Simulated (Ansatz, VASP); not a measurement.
# Zn (Zinc): VASP beside Ansatz

Wanted: the spread between two codes on one cell, functional and k mesh.

Calculated with Ansatz 0.2.0; plane waves, with VASP 6.6.1 beside it; relaxation of cell and atoms at PBE.

The database entry behind the starting cell differs from later determinations by our own check (about 0.3 % long), so it need not match the best structure at ambient conditions.

## (1) Starting point

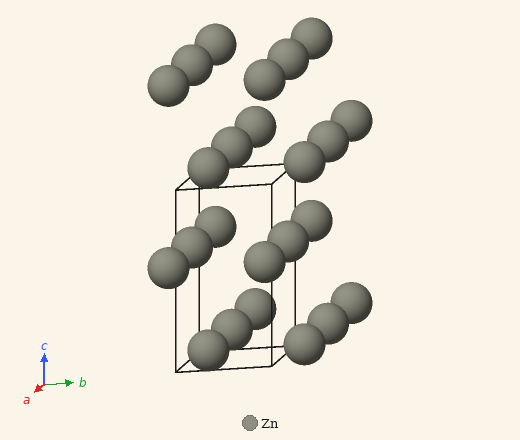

The starting structure, seen slightly off an axis (zinc grey). 3×2×2 cells are drawn.

## (2) VASP: relaxation of cell and atoms, PBE

The relaxed volume is the usual yardstick between codes: its relative difference is about their pressure difference at one cell divided by the bulk modulus.

Lines of VASP's logs that name or quote its potential files are left out, and so is its time.

The input, INCAR:

```
SYSTEM = Zn
PREC = Accurate
ENCUT = 520
EDIFF = 1E-06
NELM = 100
ISMEAR = -1
SIGMA = 0.05
LREAL = .FALSE.
ALGO = Normal
GGA = PE
NBANDS = 18
LORBIT = 11
LWAVE = .FALSE.
LCHARG = .FALSE.
KPAR = 2
IBRION = 2
NSW = 60
ISIF = 3
EDIFFG = -0.01
```

The input, POSCAR:

```
Zn
1.0
    2.6700000000      0.0000000000      0.0000000000
   -1.3350000000      2.3122878281      0.0000000000
    0.0000000000      0.0000000000      4.9660000000
Zn
2
Direct
    0.3333333333      0.6666666667      0.2500000000
    0.6666666667      0.3333333333      0.7500000000
```

The input, KPOINTS:

```
Automatic mesh
0
Gamma
10 10 5
0 0 0
```

Potentials, in the order of the species: Zn (PBE family, release 64).

Run with:

```console
mpirun -np 2 vasp_std
```

Numbers of over 12 decimals in the logs are rounded to 6 here.

What it wrote:

```text
[banner, memory and clock lines left out]
running    2 mpi-ranks, on    1 nodes
 distrk:  each k-point on    1 cores,    2 groups
 distr:  one band on    1 cores,    1 groups

 POSCAR found type information on POSCAR Zn
 POSCAR found :  1 types and       2 ions
 LDA part: xc-table for (Slater+PW92), standard interpolation
 POSCAR, INCAR and KPOINTS ok, starting setup
 FFT: planning ... GRIDC
 FFT: planning ... GRID_SOFT
 FFT: planning ... GRID
 WAVECAR not read
 entering main loop
       N       E                     dE             d eps       ncg     rms          rms(c)
DAV:   1     0.108370471812E+03    0.10837E+03   -0.12591E+04  1568   0.213E+03
DAV:   2     0.186328003149E+01   -0.10651E+03   -0.10376E+03  1512   0.298E+02
DAV:   3    -0.241334051398E+01   -0.42766E+01   -0.42628E+01  1736   0.683E+01
DAV:   4    -0.243588653170E+01   -0.22546E-01   -0.22541E-01  1692   0.507E+00
DAV:   5    -0.243591718412E+01   -0.30652E-04   -0.30652E-04  1668   0.169E-01    0.389E+00
DAV:   6    -0.224359550351E+01    0.19232E+00   -0.83570E-01  1646   0.193E+01    0.294E+00
DAV:   7    -0.223501441817E+01    0.85811E-02   -0.27759E-02  1892   0.283E+00    0.152E+00
DAV:   8    -0.223070144390E+01    0.43130E-02   -0.18893E-03  2006   0.666E-01    0.470E-02
DAV:   9    -0.223071341757E+01   -0.11974E-04   -0.23932E-04  2046   0.205E-01    0.347E-02
DAV:  10    -0.223071686285E+01   -0.34453E-05   -0.23083E-05  1594   0.574E-02    0.287E-03
DAV:  11    -0.223071671720E+01    0.14565E-06   -0.91767E-08   958   0.363E-03
   1 F= -.22307167E+01 E0= -.22295336E+01  d E =-.223072E+01
[...]
2 F= -.22313845E+01 E0= -.22301654E+01  d E =-.667808E-03
[...]
3 F= -.22313848E+01 E0= -.22301652E+01  d E =-.668104E-03
 curvature:  -0.50 expect dE=-0.312E-04 dE for cont linesearch -0.396E-07
 trial: gam= 0.05347 g(F)=  0.129E-44 g(S)=  0.628E-04 ort =-0.105E-04 (trialstep = 0.100E+01)
 search vector abs. value=  0.656E-04
 bond charge predicted
       N       E                     dE             d eps       ncg     rms          rms(c)
DAV:   1    -0.223219027562E+01   -0.80471E-03   -0.10101E-02  1696   0.151E+00    0.192E-01
DAV:   2    -0.223156828276E+01    0.62199E-03   -0.20359E-03  1692   0.911E-01    0.783E-02
DAV:   3    -0.223146301159E+01    0.10527E-03   -0.56500E-05  1714   0.121E-01    0.411E-02
DAV:   4    -0.223142494320E+01    0.38068E-04   -0.29074E-05  2094   0.841E-02    0.414E-03
DAV:   5    -0.223142564763E+01   -0.70443E-06   -0.55319E-06  1464   0.259E-02
   4 F= -.22314256E+01 E0= -.22302053E+01  d E =-.408260E-04
 trial-energy change:   -0.000041  1 .order   -0.000032   -0.000063   -0.000001
 step:   1.0148(harm=  1.0241)  dis= 0.00000  next Energy=    -2.231426 (dE=-0.408E-04)
 reached required accuracy - stopping structural energy minimisation
```

From OUTCAR (step 2):

```text
ion  position               nearest neighbor table
   1  0.333  0.667  0.250-   2 2.92   2 2.92   2 2.92   2 2.92   2 2.92   2 2.92
   2  0.667  0.333  0.750-   1 2.92   1 2.92   1 2.92   1 2.92   1 2.92   1 2.92

  LATTYP: Found a hexagonal cell.
 ALAT       =     2.6700000000
 C/A-ratio  =     1.8599250936

 Subroutine GETGRP returns: Found 24 space group operations
 (whereof 12 operations were pure point group operations)

The static configuration has the point symmetry D_3d.
 The point group associated with its full space group is D_6h.

 Found     42 irreducible k-points:

   k-points           NKPTS =     42   k-points in BZ     NKDIM =     42   number of bands    NBANDS=     18

   dimension x,y,z NGX =    20 NGY =   20 NGZ =   40
   dimension x,y,z NGXF=    40 NGYF=   40 NGZF=   80

   ENCUT  =  520.0 eV  38.22 Ry    6.18 a.u.   4.96  4.96  9.23*2*pi/ulx,y,z

   NELECT =      24.0000    total number of electrons

 k-points in reciprocal lattice and weights: Automatic mesh
   0.00000000  0.00000000  0.00000000       0.002
   0.10000000  0.00000000  0.00000000       0.012
   0.20000000  0.00000000  0.00000000       0.012
   0.30000000  0.00000000  0.00000000       0.012
   0.40000000  0.00000000  0.00000000       0.012
   0.50000000  0.00000000  0.00000000       0.006
   0.10000000  0.10000000  0.00000000       0.012
   0.20000000  0.10000000  0.00000000       0.024
   0.30000000  0.10000000  0.00000000       0.024
[...]
0.40000000  0.20000000  0.40000000       0.024
   0.30000000  0.30000000  0.40000000       0.024

 average (electrostatic) potential at core
       1 -36.9233       2 -36.9233

 E-fermi :   2.9003

 k-point     1 :       0.0000    0.0000    0.0000
  band No.  band energies     occupation
    ...
      9      -4.1997      2.00000
     10      -4.0011      2.00000
     11      -4.0011      2.00000
     12      -0.5652      2.00000
     13      -0.0389      2.00000
     14      16.4155      0.00000
     15      20.1012      0.00000
     16      20.6712      0.00000
     17      20.6713      0.00000
     18      22.2999      0.00000

 k-point     2 :       0.1000    0.0000    0.0000
  band No.  band energies     occupation
    ...
      9      -4.2257      2.00000
     10      -4.1460      2.00000
     11      -3.9988      2.00000
     12      -0.1061      2.00000
     13       0.1202      2.00000
     14      16.7318      0.00000
     15      16.8002      0.00000
     16      18.6940      0.00000
     17      19.9427      0.00000
     18      20.8155      0.00000

 k-point     3 :       0.2000    0.0000    0.0000
  band No.  band energies     occupation
    ...
      9      -4.2930      2.00000
     10      -4.2878      2.00000
     11      -3.9988      2.00000
     12       0.6650      2.00000
     13       1.0847      2.00000
     14      12.1314      0.00000
     15      16.4924      0.00000
     16      17.2918      0.00000
     17      17.5503      0.00000
     18      19.0974      0.00000

  Total       -0.0149968     -0.0149968      0.0004893      0.0000000      0.0000000      0.0000000
  in kB       -0.7882982     -0.7882982      0.0257214      0.0000000      0.0000000      0.0000000
  external PRESSURE =      -0.5169583 kB  Pullay stress =       0.0000000 kB

  energy-cutoff  :      520.00
  volume of cell :       30.48
      direct lattice vectors                 reciprocal lattice vectors
     2.659056190  0.000000000  0.000000000     0.376073286  0.217126013  0.000000000
    -1.329528095  2.302810210 -0.000000000    -0.000000000  0.434252026  0.000000000
     0.000000000 -0.000000000  4.977760293    -0.000000000 -0.000000000  0.200893563

 POSITION                                       TOTAL-FORCE (eV/Angst)
 -----------------------------------------------------------------------------------
     -0.00000      1.53521      1.24444        -0.000000      0.000000      0.000000
      1.32953      0.76760      3.73332         0.000000     -0.000000     -0.000000
 -----------------------------------------------------------------------------------
    total drift:                               -0.000000      0.000000      0.000000

  FREE ENERGIE OF THE ION-ELECTRON SYSTEM (eV)
  ---------------------------------------------------
  free  energy   TOTEN  =        -2.2314256476 eV

  energy  without entropy=       -2.2289850131  energy(sigma->0) =       -2.23020533

 reached required accuracy - stopping structural energy minimisation

 total charge
# of ion       s       p       d       tot
------------------------------------------
    1        0.596   0.444   9.721  10.761
    2        0.596   0.444   9.721  10.761
--------------------------------------------------
tot          1.192   0.888  19.442  21.522

[... 3 further parts left out ...]
```

CONTCAR:

```
Zn
   1.00000000000000
     2.6590561896895535    0.0000000000000000    0.0000000000000000
    -1.3295280948447767    2.3028102103570101   -0.0000000000000000
     0.0000000000000000   -0.0000000000000000    4.9777602934025262
  Zn
     2
Direct
     0.3333333332999970    0.6666666667000030    0.2500000000000000
     0.6666666667000030    0.3333333332999970    0.7500000000000000
```

## (3) Ansatz: relaxation of cell and atoms, PBE

Ansatz runs on its default PAW (the set named soft_2) files.

The same cell, functional, mesh and smearing now go to Ansatz, which takes its cutoff from its data sets.

The input, input.yaml:

```yaml
crystal:
  lattice:
    - [2.67, 0.0, 0.0]
    - [-1.335, 2.3122878281, 0.0]
    - [0.0, 0.0, 4.966]
  atoms:
    - { symbol: Zn, position: [0.3333333333, 0.6666666667, 0.25] }
    - { symbol: Zn, position: [0.6666666667, 0.3333333333, 0.75] }
hamiltonian:
  xc: pbe
  pseudopotentials: { kind: paw }
kpoints:
  mp_grid: { grid: [10, 10, 5] }
scf:
  occupations: { method: fermi_dirac, width: 0.05 }
relax:
  f_tol: 0.01
  max_steps: 60
  cell: { stress_tol: 0.05 }
output:
  forces: true
  stress: true
```

Run with:

```console
ansatz run input.yaml --threads 4 --pin off --max-ram 9216MiB --backend cpu --events-out ev --progress --plain --runs-dir out
```

What it wrote:

```text
Engine: ansatz 0.2.0, x86_64-unknown-linux-gnu
Pseudopotentials: kind: paw
Pseudopotential: Zn, paw, valence charge 12, recommended cutoff 420 eV (normal), Zn.paw.azcp
Functional definition: PBE
  parameter kappa = 0.804
  parameter beta = 0.066725
  exchange = pbe_x(kappa = kappa, mu = beta*pi^2/3)
  correlation = pbe_c(beta = beta)
Crystal: 2 atoms, lattice volume = 30.659 Å³
Basis set: ecut = 420 eV, 623 PW (Γ), exchange–correlation on 36×36×72 points (8 copies of the dense FFT grid, shifted against one another)
Bands: 16, of which v1, the nominal top of the filled ones, is band 12 counted from 1 (11 counted from 0)
Symmetry: 24 space group operations
Space group: P63/mmc (ITA 194), of the structure as read, at distance tolerance 3.1e-5 Å
k-points: 42 of 500
Non-local potential: Zn, projectors of the file, l = 0: 2, l = 1: 2, l = 2: 3, l = 3: 1
PAW form: soft (Blöchl's): semilocal exchange-correlation on the pseudo side does not see the compensation charge
PAW one-centre angular grid: Zn, 590 points (default); XC on 64 Gauss nodes
Initial density: superposition of atomic densities (neutral atoms: chi_scale 0, normalization atom), corrected by the library's trained network
Initial wavefunctions: pseudopotential atomic-orbital guess
Functional: x = pbe(κ = 0.804, μ = 0.219515), c = pbe(β = 0.066725)
SCF iter   1: F=—  HF=-6638.075647 eV  |F-HF|=—  |Δ(HF+E_count)|=         —  Δρ=1.01e-3  dr2=1.64e-4  ethr=1.77e-3  ⟨swp⟩=5.3  Hψ=3393  notcnv=0
preconditioner: auto → none  [insulator: Δε(μ)=0.280 eV  Ē_g=13.038 eV  σ=0.050 eV  W_gap=0.84  n_scr=4 (ndim 8)  ℏωp=32.9 eV  f_vac=0.000  D(μ)=0.24/eV (n_scr^D=0)  ε∞_Penn≈7.3]
SCF iter   2: F=—  HF=-6638.075921 eV  |F-HF|=—  |Δ(HF+E_count)|=   2.74e-4  Δρ=7.86e-4  dr2=9.30e-5  ethr=6.81e-7  ⟨swp⟩=2.5  Hψ=1618  notcnv=0
SCF iter   3: F=—  HF=-6638.075901 eV  |F-HF|=—  |Δ(HF+E_count)|=   2.07e-5  Δρ=2.99e-4  dr2=1.01e-5  ethr=3.87e-7  ⟨swp⟩=2.0  Hψ=1102  notcnv=0
SCF iter   4: F=—  HF=-6638.075923 eV  |F-HF|=—  |Δ(HF+E_count)|=   2.26e-5  Δρ=1.02e-4  dr2=1.63e-6  ethr=4.22e-8  ⟨swp⟩=2.3  Hψ=1192  notcnv=0
iter 5 did not close the SCF: its close was put off for the readings that it lacked (scf_convergence_deferred on its scf_iter line)
SCF iter   5: F=-6638.075924 eV  HF=-6638.075924 eV  |F-HF|=2.92e-8  |Δ(HF+E_count)|=   3.87e-7  Δρ=1.05e-5  dr2=1.42e-8  ethr=6.81e-9  ⟨swp⟩=2.0  Hψ=1173  notcnv=0
SCF iter   6: F=-6638.075924 eV  HF=-6638.075924 eV  |F-HF|=5.82e-11  |Δ(HF+E_count)|=   3.18e-8  Δρ=9.57e-7  dr2=1.53e-10  ethr=5.93e-11  ⟨swp⟩=2.6  Hψ=2619  notcnv=0
SCF 1 converged in 6 iterations: F = -6638.075924 eV  dr2 = 1.53e-10
  greatest PAW one-centre occupation: 0.981 electrons in one spin orbital (limit 2), on the Zn atom at site 1 (counted from 0), in its partial waves of l = 2
relax step   1: F+E_penalty+E_count = -6638.07592366 eV  Δ(F+E_penalty+E_count) = +0.000e0 eV  max|allowed force component| = 9.252e-17 eV/Å  Δτ_max = 0.0000 Å  P = -0.845 GPa  Ω = 30.659 Å³  (6 SCF iters, dr2 threshold 1.00e-7 eV, accepted)
[...]
relax step   2: F+E_penalty+E_count = -6638.07733425 eV  Δ(F+E_penalty+E_count) = -1.411e-3 eV  max|allowed force component| = 2.220e-16 eV/Å  Δτ_max = 0.0000 Å  P = -0.287 GPa  Ω = 30.463 Å³  energy of the carried Pulay correction = +1.190e-4 eV  (4 SCF iters, dr2 threshold 2.00e-7 eV, accepted)
[...]
relax step   3: F+E_penalty+E_count = -6638.07758098 eV  Δ(F+E_penalty+E_count) = -2.467e-4 eV  max|allowed force component| = 4.996e-16 eV/Å  Δτ_max = 0.0000 Å  P = +0.006 GPa  Ω = 30.373 Å³  energy of the carried Pulay correction = +1.716e-4 eV  (4 SCF iters, dr2 threshold 2.00e-7 eV, accepted)
[...]
relax step   4: F+E_penalty+E_count = -6638.07742290 eV  Δ(F+E_penalty+E_count) = +1.581e-4 eV  max|allowed force component| = 4.348e-16 eV/Å  Δτ_max = 0.0000 Å  P = +0.006 GPa  Ω = 30.373 Å³  stress off target by 1.56e-2 GPa  SCF on the basis re-selected at this cell (its energy is not comparable with the rows above)  (5 SCF iters)
basis re-selected at this cell: Δ(F+E_penalty+E_count) = +1.581e-4 eV, ΔP = +0.000 GPa vs the last step (what re-selecting the basis moved, of the pressure what is left beyond the Pulay correction that the steps carried, after the strain that the cell walked since its last selection, with what the two solves' SCF thresholds leave and, on support functions, any second-order correction that the steps lacked; it is no m [...]
SCF converged after 5 iterations
Free energy (F): -6638.077423 eV
Harris-Foulkes:  -6638.077423 eV  (|F-HF|=5.46e-12)
Internal energy: -6638.074976 eV  (E = F + TS)
E sigma→0 (E₀):  -6638.076199 eV
Entropy (-TS):   -0.002447 eV (-1.223 meV/atom)
Fermi energy:    10.858018 eV
--- Per-component energies (eV) ---
  E_band       = 97.852696
  E_kinetic    = 261.993098
  E_local      = -3073.829284  (includes V_loc(G=0)·N_el)
  E_nonlocal   = 1220.862962
  E_hartree    = 1288.624863
  E_xc         = -275.509017
  E_vxc        = -105.341439  (∫ρ·V_xc dr)
  E_paw        = -3649.367489  (= ΣΔE_a)
  E_vpaw       = -783.081635  (= ΣTr[D̂ρ^β])
  E_aug_tail   = -0.000750  (compensation charges beyond the density's cutoff)
  E_ewald      = -2410.849359
  E_smearing   = -0.002447  (= −TS)
  E_closure    = -0.000000  (closes the sum)
  Σ components = -6638.077423   (vs F -6638.077423, Δ=0.00e0)
--- Forces (eV/Å), atoms counted from 1 ---
  atom   1  Zn    -0.00000000    -0.00000000     0.00000000
  atom   2  Zn     0.00000000     0.00000000    -0.00000000
  max |Σ_I F_I| component: 3.70e-17 eV/Å
--- Stress (GPa, compression-positive) ---
        0.015563       0.000000       0.000000
       -0.000000       0.015563       0.000000
        0.000000       0.000000      -0.013915
  P = ⅓ Tr σ = 0.0057 GPa (0.057 kbar)
--- Relaxed structure (3 steps of the walk, 3 accepted, 1 SCFs on fresh bases) ---
  F+E_penalty+E_count = -6638.07742290 eV   max|allowed force component| = 4.348e-16 eV/Å   (the final SCF, on the basis selected at the relaxed cell)
  cell:  # Å, volume = 30.3732 Å³
    - [2.654065, 0, 0]
    - [-1.327032, 2.298488, 0]
    - [0, 0, 4.978941]
  atoms:
    - { symbol: Zn, position: [0.333333, 0.666667, 0.25] }
    - { symbol: Zn, position: [0.666667, 0.333333, 0.750000] }
```

It took 7.2 s on 4 threads of Intel Xeon Platinum 8259CL at 2.50GHz (Skylake/Cascade Lake), shared host; peak memory 0.45 GiB; 12 s of CPU time.

## (4) Side by side

Known differences besides the PAW data sets themselves: both relaxations stop at a tolerance, which leaves soft axes loose, and VASP keeps its plane-wave basis; the cutoff is 420 eV in Ansatz and 520 eV in VASP; VASP leaves aspherical gradient terms in its spheres out (LASPH is not set), Ansatz keeps them; Ansatz adds a Pulay correction to the stress that steers its cell, VASP none. Total energies have different zeros and are not compared.

Both answers:

| quantity | Ansatz | VASP | difference |
| --- | --- | --- | --- |
| volume (Å³) | 30.37 | 30.48 | -0.35 % |
| edge a after relaxation, in the typed setting (Å) | 2.654 | 2.659 | -0.19 % |
| edge c after relaxation, in the typed setting (Å) | 4.979 | 4.978 | +0.02 % |

The walks stopped with 0.01 GPa left in Ansatz and -0.05 GPa in VASP; each walk ends within a tolerance, so the volume difference is uncertain by about these residues over the bulk modulus, most in soft cells.

## (5) Results

```yaml
difference_in_volume_relaxation_of_cell_and_atoms_pbe: -0.35 %
```

In words: The difference in volume is -0.35 % (relaxation of cell and atoms, PBE), within the 1.2 % picked in this series as the mark of a large difference, as far as the stopping tolerances let one tell. How closely two codes agree says nothing of how well the functional describes the real material.

[Lines on the potential files, build, host, timing and source positions are cut from VASP's logs without a mark.]

[Logs are printed without paths, hosts, clocks, repeated set-up lines and the standing remarks that a program may print on its own settings, such as how far it seeks lower states.]

[Hosts, paths, dates, database ids (printed as entryN), source tags and the programs' standing remarks are cut or masked in the printed files.]
